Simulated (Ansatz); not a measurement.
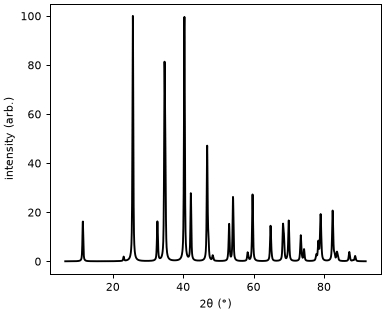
Fig. 1. Simulated powder pattern, Cu Kα, λ = 1.54184 Å

The pattern belongs to a structure relaxed with DFT-PBE in the program Ansatz with PAW potentials.

Task: Which compound is it?
A. BeS, P6_422 (Be on 3c, S on 3d)
B. Ta2BN, R-3m (Ta on 6c, N on 3b, B on 3a)
C. TaSnS, P4/nmm (Ta on 2c, Sn on 2a, S on 2c)
D. Nb3Sn, Fm-3m (Sn on 4a, Nb on 4b, Nb on 8c)

Result: C, TaSnS, P4/nmm (Ta on 2c, Sn on 2a, S on 2c)

The start of the workflow was typed in or built on a structure type; neither database checked (COD, Materials Project) lists it. Whether it is the stable phase at ambient conditions was not checked. Symmetry was held in the PBE relaxation; its stability against distortions is not shown here. The run is not spin-polarised. The volume moved by -18 % from the start of the relaxation. Spin–orbit coupling is left out wherever it is not named.

Potentials: the earlier of the program's two PAW sets.
